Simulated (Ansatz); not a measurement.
```xyz
5

C    -2.3990    2.3151   -0.2118
Cl   -1.9431    0.6508    2.5020
O    -4.1854    2.7948    2.2508
Si   -3.1518    2.0497    1.3450
H    -2.3693    1.6180   -1.0604
```

Geometry: r2SCAN-D4/def2-SVPD.

Level of theory: isolated molecule in a Gaussian basis; Kohn-Sham density functional theory, functional PBE0 in Ansatz 0.2.0.

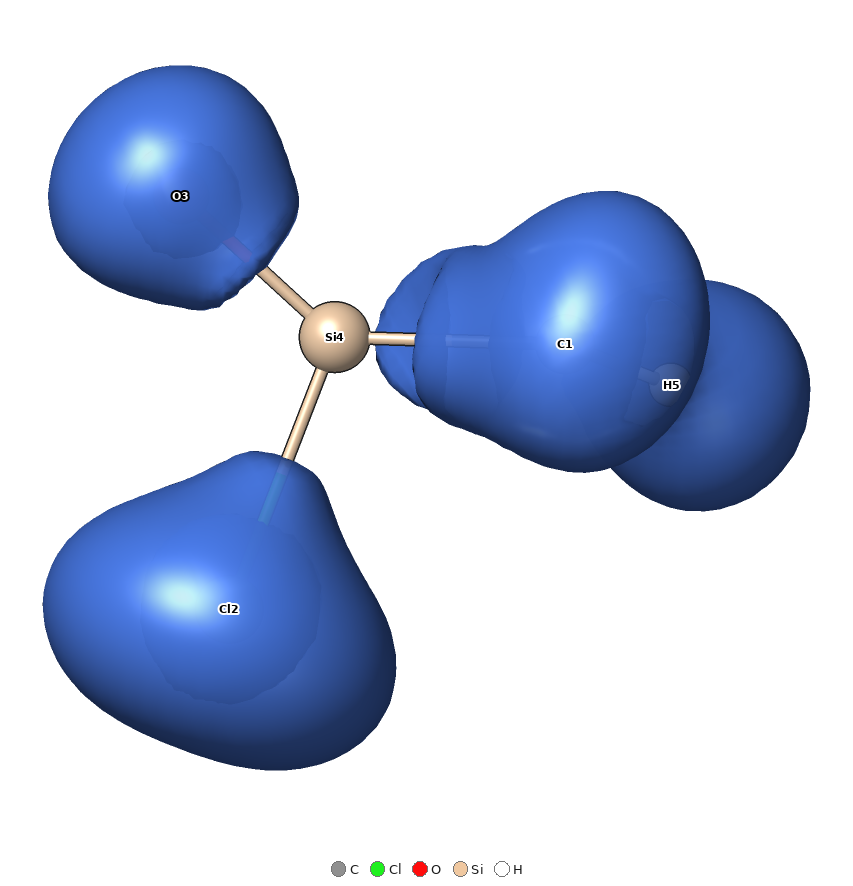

CHClOSi (SMILES [CH]=[Si]([O-])Cl) (charge −1, doublet). Isosurface of the ELF at 0.75 (blue), seen across its widest extent. Only the valence region is drawn (cores and ρ < 0.01 e/Å³ removed).

### Describe the localisation domains.

The ELF exceeds this value in one region on Cl in which the atom's valence shell and bonds are merged, one region wrapped around O (its lone pairs, merged into a ring or cap) and one joined region spread over several atoms (C, H, Si), in which their bonds and any lone pairs are merged. Along the contacts the grid gives the following. Si–O (1.56 Å): the ELF peaks at about 0.80 between the atoms (a polar covalent bond). C–Si (1.75 Å): the ELF peaks at about 0.90 between the atoms; a covalent bond.
